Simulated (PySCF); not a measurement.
# HF/3-21G run of AlH (SMILES [AlH])

What is the energy change on altering one bond length of AlH at HF/3-21G? 

The results are computed with PySCF 2.14.0.

3 further runs of the same task are left out: 3 set aside as unsound or not needed.

## 1. The structure to begin with

AlH: 2 atoms, total charge 0, spin state singlet. SMILES: `[AlH]`. The shape is that of a PBE0-D4/def2-TZVP optimisation.

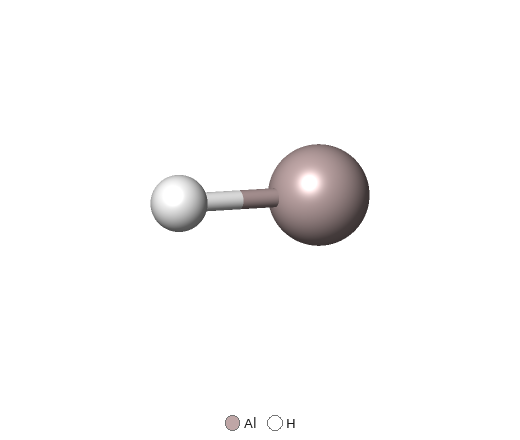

Viewed from a chosen angle; aluminium light grey, hydrogen white.

## 2. The energy at HF/3-21G

The input, run.py:

```python
from pyscf import gto

molecule = gto.M(
    atom='''
Al     0.000000     0.000000    -0.048453
H      0.000000     0.000000     3.097469
''',
    spin=0,
    unit='bohr',
    max_memory=1860,
    charge=0,
    basis='3-21g',
    verbose=3,
)

mf = molecule.RHF()
mf.conv_tol = 1e-10
mf.kernel()
if not mf.converged:
    mf = mf.newton().run(mf.mo_coeff, mf.mo_occ)

e_tot = mf.e_tot
print('E = %.10f Eh' % e_tot)
```

Command:

```bash
$ OMP_NUM_THREADS=1 python run.py
```

Output:

```text
converged SCF energy = -241.122530242109
E = -241.1225302421 Eh
```

Wall time 0.59 s (1 thread of Arm Neoverse V2, shared host); peak memory 0.12 GiB.

## 3. The distorted shape at the same level

The input, mol.xyz:

```xyz
2
AlH
Al     0.000000     0.000000    -0.857990
H      0.000000     0.000000     1.639110
```

The input, job.py:

```python
from pyscf import gto

molecule = gto.M(
    atom='mol.xyz',
    spin=0,
    verbose=3,
    basis='3-21g',
    max_memory=1860,
)

myscf = molecule.RHF()
myscf.conv_tol = 1e-10
myscf.kernel()
if not myscf.converged:
    myscf = myscf.newton().run(myscf.mo_coeff, myscf.mo_occ)

etot = myscf.e_tot
print('E = %.10f Eh' % etot)
```

Command:

```bash
$ OMP_NUM_THREADS=1 python job.py
```

Output:

```text
converged SCF energy = -241.068659883843
E = -241.0686598838 Eh
```

Run time: 0.59 s. Hardware: 1 thread of Arm Neoverse V2, shared host; peak memory 0.12 GiB.

## 4. Summary of results

At HF/3-21G:

| quantity | value |
| --- | --- |
| first shape: total energy | -241.12253 Eh |
| first shape: dipole moment | 0.56 D |
| first shape: HOMO energy | -7.69 eV |
| first shape: LUMO energy | 0.84 eV |
| first shape: HOMO–LUMO gap | 8.53 eV |
| distorted shape: total energy | -241.06866 Eh |
| distorted shape: dipole moment | 2.73 D |
| distorted shape: HOMO energy | -7.43 eV |
| distorted shape: LUMO energy | 0.40 eV |
| distorted shape: HOMO–LUMO gap | 7.83 eV |
| energy change with the Al1–H2 bond stretched from 1.665 to 2.497 Å | 1.466 eV |

In words: One bond (distorted shape) is far stretched, which a spin-restricted single reference describes badly; a broken-symmetry solution may lie lower. With the Al1–H2 bond stretched from 1.665 to 2.497 Å the energy rises by 1.47 eV (141 kJ/mol). The first shape isn't relaxed at this level, so the change isn't measured from a minimum. A restricted reference can't describe the breaking bond well at this length.
